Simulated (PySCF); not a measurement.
Vertical excitations of a molecule C2H9BN2 from TDDFT-PBE/def2-SVPD (PySCF 2.14.0), as energy in eV (oscillator strength): 4.94 (0.001), 5.46 (0.001), 5.73 (0.014), 6.43 (0.199), 6.53 (0.014), 6.57 (0.016), 6.78 (0.025), 7.03 (0.009), 7.16 (0.018), 7.18 (0.022). Lowest triplet (TDA): 4.85 eV. Coordinates come from a PBE0-D3(BJ)/def2-SVP optimisation. Other conformers were not sampled.

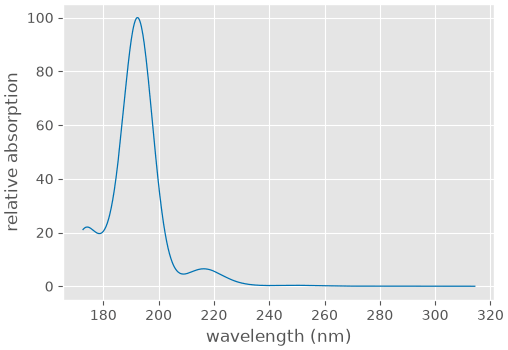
Figure: The lines broadened by 0.4 eV.

Task: Pick the molecule that these values belong to.
A. CNBNC
B. CCB(N)N
C. CNB(C)N
D. CN(C)BN

Result: A, CNBNC
